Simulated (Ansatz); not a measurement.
MgO (rock salt)

```
CELL_PARAMETERS angstrom
      0.00000     4.25375     4.25375
      2.12687     0.00000     2.12687
      2.12687     2.12687     0.00000
ATOMIC_POSITIONS crystal
  O  0.00000 0.00000 0.00000
  O  0.50000 0.00000 0.00000
  Mg 0.25000 0.50000 0.50000
  Mg 0.75000 0.50000 0.50000
```

In this cell atom 3 (Mg, nearest neighbour O at 2.127 Å; its periodic images, 3.0 Å or more away, move with it) is moved by s along Cartesian x, unit vector (1.000, 0.000, 0.000); all other atoms and the cell stay fixed.

Calculation: PBE (plane waves to 420 eV, PAW, scalar-relativistic; Ansatz, an electronic-structure program). k mesh 11×11×11 (Γ-centred), Fermi-Dirac smearing 0.05 eV. The energy includes the smearing's −TS. MgO was relaxed with its symmetry unable to fall. ΔE is measured from the undisplaced structure.

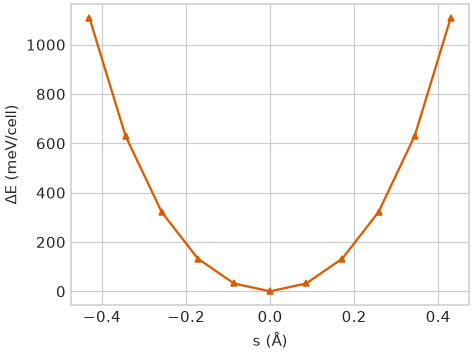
Figure: ΔE (meV/cell) against s (Å); one marker a computed point.

The force constant k = d²E/ds² at s = 0 (finite differences) comes out as 8.47 eV/Å² and the energy at s = 0.430 Å is 1110 meV/cell. Symmetry of the curve: even: the same for both signs. Shape of the curve: a single well with its minimum at or next to zero displacement. Harmonic estimate at the end of the scan: ½ks² = 783 meV/cell against the computed 1110 meV/cell, so the well is stiffer than harmonic there.

With its periodic images moving along, the atom's site symmetry in this cell is -3m.

(A displaced cell: forces are minus the slopes of the energy, force constants its curvatures, and phonons follow from these.)
